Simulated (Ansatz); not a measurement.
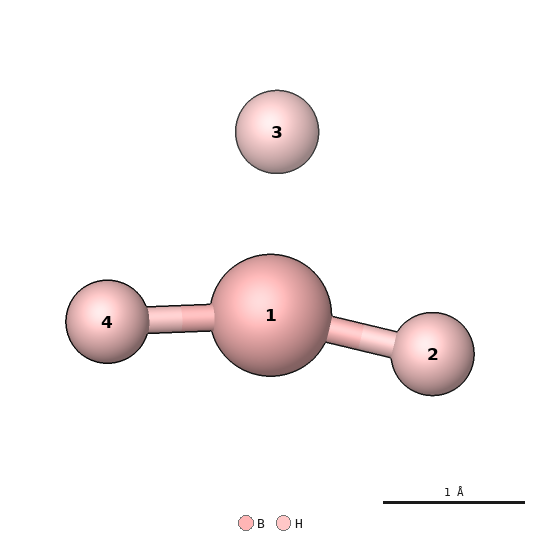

Figure made from data computed with Ansatz.

Orthographic view. Atoms fade into the background with distance from the viewer. State: charge +1, doublet. Geometry: a fixed input geometry, not necessarily a minimum.

List all interatomic distances (Å) as a matrix.

```
atom    B1    H2    H3    H4
  B1  0.00                  
  H2  1.18  0.00            
  H3  1.56  2.10  0.00      
  H4  1.18  2.34  2.11  0.00
```
